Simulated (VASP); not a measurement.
Band structure of LaGe2 (space group I4/mmm). Computed with PBE GGA, VASP's PBE PAW potentials (set 64) (plane waves; VASP).

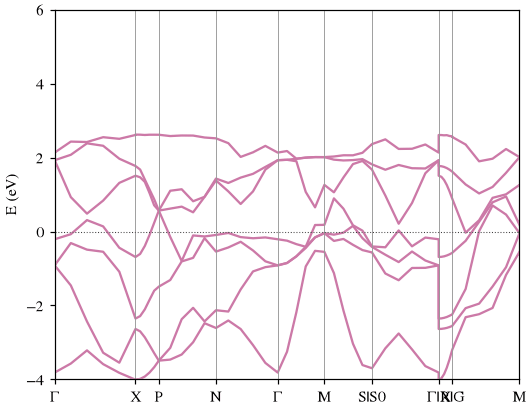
Fig. 1. Bands along high-symmetry lines, zero at the valence-band maximum or, without a gap, the Fermi level

Q: Read the plot: is there a gap, and where are the band edges?

A: It has no gap at this level: it comes out as a metal or semimetal.

The structure was generated: LaGe2 was put into an ordered model structure, which need not be its known phase. The cell was not relaxed at this level. The k-mesh is coarse (spacing up to 0.33 per Å, 2π included), so the numbers may not be converged in it. The electron count is odd and the run is not spin-polarised, which forces a metal.
